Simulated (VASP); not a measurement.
Band structure of ZrO₂ (space group Fm-3m). Calculation: PBEsol GGA, VASP's PBE PAW potentials (set 64) (plane waves; VASP 6.6.1).

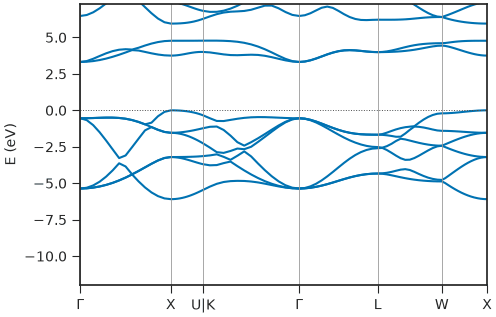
Figure. Bands along high-symmetry lines, zero at the valence-band maximum or, without a gap, the Fermi level

**Question.** Read the plot: is there a gap, and where are the band edges?

**Answer.** The gap is indirect, 3.32 eV, from the valence maximum at X to the conduction minimum at Γ. (Edges off the drawn lines would not show.)

The structure comes from a computed database's ZrO2 entry (Fm-3m); how it stands against other phases isn't given here. It was relaxed first.
